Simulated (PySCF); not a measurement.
# In⁻: dipole response in aug-cc-pwCVTZ-PP with ECP28

How polarisable is In⁻ at the levels listed below?

The numbers are computed with PySCF 2.14.0 (unrestricted determinants in a Gaussian basis, no spin-orbit coupling in the energies), except any that are marked as measured or tabulated.

## (1) What is computed

- Element: indium (Z = 49)
- Basis: aug-cc-pwCVTZ-PP with ECP28MDF (8s7p6d4f1g, 96 functions)
- Hamiltonian: a scalar-relativistic core potential
- State 1: In⁻: [Kr] 4d10 5s2 5p2, high-spin 3P determinant
- Methods: UHF, PBE, PBE0, wB97X

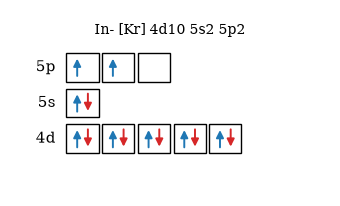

The shells outside the core, filled by Hund's rule for the drawing.

One driver process ran all states and methods and kept the integrals in memory. Each run is shown as a PySCF script that sums up its settings (the driver passes frozen orbitals as a list and adds second-order terms of double hybrids); the logs are those of the runs themselves. The driver starts from symmetry-adapted Hartree-Fock orbitals, holds the occupation by maximum overlap and uses a logarithmic radial grid for functionals, so a plain start would take other cycles.

The integrals over 96 functions and the set-up took 2 s of CPU time.

## (2) In⁻, method by method

Level: UHF.

File input.py:

```python
from pyscf import gto, scf, dft, mp, cc
import basis_set_exchange as bse
txt = bse.get_basis("aug-cc-pwCVTZ-PP", elements=["In"], fmt="nwchem", header=False)
cut = txt.index("\nECP")
mol = gto.M(atom="In 0 0 0", charge=-1, spin=2, symmetry="D2h",
            basis=gto.basis.parse(txt[:cut]),
            ecp={"In": gto.basis.parse_ecp(txt[cut:])})
mf = scf.UHF(mol)
mf.irrep_nelec = {'Ag': (4, 4), 'B1g': (1, 1), 'B2g': (1, 1), 'B3g': (1, 1), 'B1u': (2, 1), 'B2u': (2, 1), 'B3u': (1, 1)}
mf.kernel()
```

Standard output:

```text
damping factor = 0
level_shift factor = 0
DIIS = <class 'pyscf.scf.diis.CDIIS'>
diis_start_cycle = 1
diis_space = 10
diis_damp = 0
SCF conv_tol = 1e-09
SCF conv_tol_grad = None
number electrons alpha = 12  beta = 10
cycle= 1 E= -189.212926622324  delta_E= -0.00165  |g|= 0.0119  |ddm|= 0.0567
cycle= 2 E= -189.213203507982  delta_E= -0.000277  |g|= 0.00527  |ddm|= 0.0246
cycle= 3 E= -189.2132784938  delta_E= -7.5e-05  |g|= 0.00087  |ddm|= 0.0221
cycle= 4 E= -189.213280784253  delta_E= -2.29e-06  |g|= 0.000459  |ddm|= 0.00455
cycle= 5 E= -189.213281544364  delta_E= -7.6e-07  |g|= 0.000158  |ddm|= 0.0034
cycle= 6 E= -189.213281721521  delta_E= -1.77e-07  |g|= 4.04e-05  |ddm|= 0.0022
cycle= 7 E= -189.213281731169  delta_E= -9.65e-09  |g|= 6.16e-06  |ddm|= 0.000566
cycle= 8 E= -189.213281731352  delta_E= -1.83e-10  |g|= 3.06e-06  |ddm|= 5.36e-05
converged SCF energy = -189.213281731352  <S^2> = 2.0151941  2S+1 = 3.0101123
```

CPU time 30 s on a shared host, the integrals not counted.

Orbital energies by shell (radii are means over both spins):

| shell | electrons | mean orbital energy (eV) | spread (eV) | rms radius (bohr) |
| --- | --- | --- | --- | --- |
| 4s α | 1 | -141.16 | 0 | 0.912 |
| 4s β | 1 | -141.15 | 0 | 0.912 |
| 4p α | 3 | -93.626 | 0.042 | 0.995 |
| 4p β | 3 | -93.605 | 0.187 | 0.995 |
| 4d α | 5 | -22.436 | 0.154 | 1.27 |
| 4d β | 5 | -22.395 | 0.239 | 1.27 |
| 5s α | 1 | -7.042 | 0 | 3.08 |
| 5s β | 1 | -4.920 | 0 | 3.08 |
| 5p α | 2 | -0.569 | 0.000 | 5.43 |

⟨S²⟩ = 2.015, ⟨L²⟩ = 2.03.

The driver then solved the coupled dipole response at imaginary frequencies: mean α = 399.9 bohr³ (xx, yy, zz: 191.7, 504.1, 503.9), C₆ = 8437 au for a like pair.

Energies and moments cover only the electrons outside the core potential.

Level: PBE.

input.py differs from the last one in:

```diff
@@ -7,3 +7,3 @@
             ecp={"In": gto.basis.parse_ecp(txt[cut:])})
-mf = scf.UHF(mol)
+mf = dft.UKS(mol, xc="PBE")
 mf.irrep_nelec = {'Ag': (4, 4), 'B1g': (1, 1), 'B2g': (1, 1), 'B3g': (1, 1), 'B1u': (2, 1), 'B2u': (2, 1), 'B3u': (1, 1)}
```

Standard output:

```text
damping factor = 0
level_shift factor = 0
DIIS = <class 'pyscf.scf.diis.CDIIS'>
diis_start_cycle = 1
diis_space = 10
diis_damp = 0
SCF conv_tol = 1e-09
SCF conv_tol_grad = None
number electrons alpha = 12  beta = 10
XC functionals = PBE
    J. P. Perdew, K. Burke, and M. Ernzerhof.,  Phys. Rev. Lett. 77, 3865 (1996)
    J. P. Perdew, K. Burke, and M. Ernzerhof.,  Phys. Rev. Lett. 78, 1396 (1997)
    J. P. Perdew, K. Burke, and M. Ernzerhof.,  Phys. Rev. Lett. 77, 3865 (1996)
    J. P. Perdew, K. Burke, and M. Ernzerhof.,  Phys. Rev. Lett. 78, 1396 (1997)
cycle= 1 E= -190.137490962776  delta_E= -0.014  |g|= 0.0732  |ddm|= 0.902
cycle= 2 E= -190.137415760183  delta_E= 7.52e-05  |g|= 0.0802  |ddm|= 0.277
cycle= 3 E= -190.13865893749  delta_E= -0.00124  |g|= 0.00201  |ddm|= 0.145
cycle= 4 E= -190.138653710641  delta_E= 5.23e-06  |g|= 0.00274  |ddm|= 0.0238
cycle= 5 E= -190.138665874991  delta_E= -1.22e-05  |g|= 0.000201  |ddm|= 0.014
cycle= 6 E= -190.138665905797  delta_E= -3.08e-08  |g|= 1.82e-05  |ddm|= 0.00101
cycle= 7 E= -190.138665906602  delta_E= -8.06e-10  |g|= 2.19e-06  |ddm|= 0.00014
converged SCF energy = -190.138665906602  <S^2> = 2.0015798  2S+1 = 3.001053
```

It used 1 s of CPU time after the integrals (shared host).

Energies and moments cover only the electrons outside the core potential. At PBE the highest occupied level has a positive energy, so only the finite basis holds that electron; in a density functional this comes from self-interaction and does not mean that the real anion is unbound.

Level: PBE0.

input.py differs from the last one in:

```diff
@@ -7,3 +7,3 @@
             ecp={"In": gto.basis.parse_ecp(txt[cut:])})
-mf = dft.UKS(mol, xc="PBE")
+mf = dft.UKS(mol, xc="PBE0")
 mf.irrep_nelec = {'Ag': (4, 4), 'B1g': (1, 1), 'B2g': (1, 1), 'B3g': (1, 1), 'B1u': (2, 1), 'B2u': (2, 1), 'B3u': (1, 1)}
```

Standard output:

```text
damping factor = 0
level_shift factor = 0
DIIS = <class 'pyscf.scf.diis.CDIIS'>
diis_start_cycle = 1
diis_space = 10
diis_damp = 0
SCF conv_tol = 1e-09
SCF conv_tol_grad = None
number electrons alpha = 12  beta = 10
XC functionals = PBE0
    C. Adamo and V. Barone.,  J. Chem. Phys. 110, 6158 (1999)
    M. Ernzerhof and G. E. Scuseria.,  J. Chem. Phys. 110, 5029 (1999)
cycle= 1 E= -190.132646647874  delta_E= -0.00809  |g|= 0.0377  |ddm|= 0.626
cycle= 2 E= -190.13294673648  delta_E= -0.0003  |g|= 0.0269  |ddm|= 0.151
cycle= 3 E= -190.133067982888  delta_E= -0.000121  |g|= 0.00375  |ddm|= 0.0499
cycle= 4 E= -190.133074510185  delta_E= -6.53e-06  |g|= 0.00145  |ddm|= 0.0158
cycle= 5 E= -190.13307635476  delta_E= -1.84e-06  |g|= 0.000102  |ddm|= 0.0054
cycle= 6 E= -190.133076373853  delta_E= -1.91e-08  |g|= 1.17e-05  |ddm|= 0.00117
cycle= 7 E= -190.133076374204  delta_E= -3.52e-10  |g|= 2.05e-06  |ddm|= 0.000216
converged SCF energy = -190.133076374204  <S^2> = 2.0031556  2S+1 = 3.002103
```

CPU time 1.5 s on a shared host, the integrals not counted.

Energies and moments cover only the electrons outside the core potential. At PBE0 the highest occupied level has a positive energy, so only the finite basis holds that electron; in a density functional this comes from self-interaction and does not mean that the real anion is unbound.

Level: wB97X.

input.py differs from the last one in:

```diff
@@ -7,3 +7,3 @@
             ecp={"In": gto.basis.parse_ecp(txt[cut:])})
-mf = dft.UKS(mol, xc="PBE0")
+mf = dft.UKS(mol, xc="WB97X")
 mf.irrep_nelec = {'Ag': (4, 4), 'B1g': (1, 1), 'B2g': (1, 1), 'B3g': (1, 1), 'B1u': (2, 1), 'B2u': (2, 1), 'B3u': (1, 1)}
```

Standard output:

```text
damping factor = 0
level_shift factor = 0
DIIS = <class 'pyscf.scf.diis.CDIIS'>
diis_start_cycle = 1
diis_space = 10
diis_damp = 0
SCF conv_tol = 1e-09
SCF conv_tol_grad = None
number electrons alpha = 12  beta = 10
XC functionals = WB97X
    J.-D. Chai and M. Head-Gordon.,  J. Chem. Phys. 128, 084106 (2008)
cycle= 1 E= -190.155205488572  delta_E= -0.0093  |g|= 0.0341  |ddm|= 0.548
cycle= 2 E= -190.155659439608  delta_E= -0.000454  |g|= 0.0196  |ddm|= 0.152
cycle= 3 E= -190.155755091675  delta_E= -9.57e-05  |g|= 0.00584  |ddm|= 0.0427
cycle= 4 E= -190.155774245989  delta_E= -1.92e-05  |g|= 0.000698  |ddm|= 0.031
cycle= 5 E= -190.155775759448  delta_E= -1.51e-06  |g|= 0.00023  |ddm|= 0.0165
cycle= 6 E= -190.155775957076  delta_E= -1.98e-07  |g|= 7.81e-05  |ddm|= 0.00846
cycle= 7 E= -190.155775983549  delta_E= -2.65e-08  |g|= 2.13e-05  |ddm|= 0.00385
cycle= 8 E= -190.155775986598  delta_E= -3.05e-09  |g|= 6.87e-06  |ddm|= 0.00095
cycle= 9 E= -190.15577598701  delta_E= -4.13e-10  |g|= 1.73e-06  |ddm|= 0.000249
converged SCF energy = -190.15577598701  <S^2> = 2.0039117  2S+1 = 3.0026066
```

It used 71 s of CPU time after the integrals (shared host).

The driver then solved the coupled dipole response at imaginary frequencies: mean α = 372.6 bohr³ (xx, yy, zz: 180.5, 468.7, 468.6), C₆ = 7496 au for a like pair.

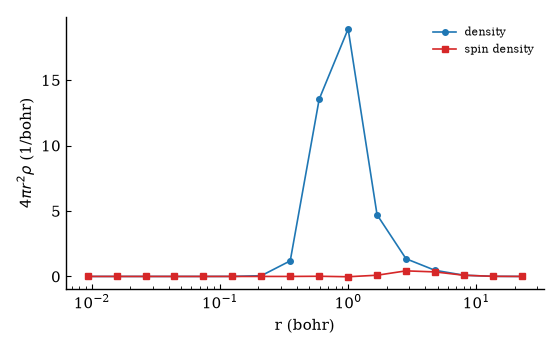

Radial density 4πr²ρ of In⁻ at UHF, the electrons outside the core potential, at 16 stored radii joined by straight lines.

## (3) Polarisabilities and C₆

In⁻, in atomic units:

| method | mean α | C₆ (like pair) | S(−4) |
| --- | --- | --- | --- |
| UHF | 399.9 | 8437 | 136000 |
| wB97X | 372.6 | 7496 | 125000 |

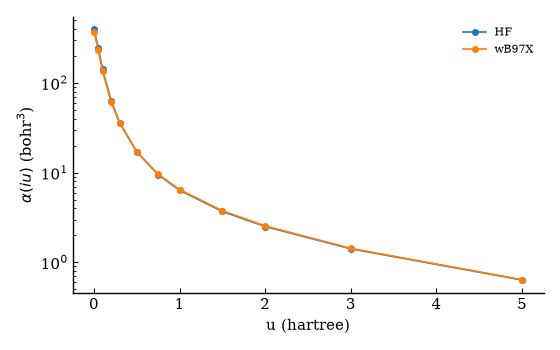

α(iu) of In⁻, the polarisability at imaginary frequency, on a logarithmic scale.

## (4) Results

| quantity | value |
| --- | --- |
| α of In⁻ | 372.6 (wB97X) to 399.9 (UHF) bohr³ |

**Reading.** A single London oscillator with the computed α and C₆ of In⁻ at UHF would have ω = 4 C₆ / (3 α²) = 0.0704 hartree. The basis is finite, and no extrapolation was made.
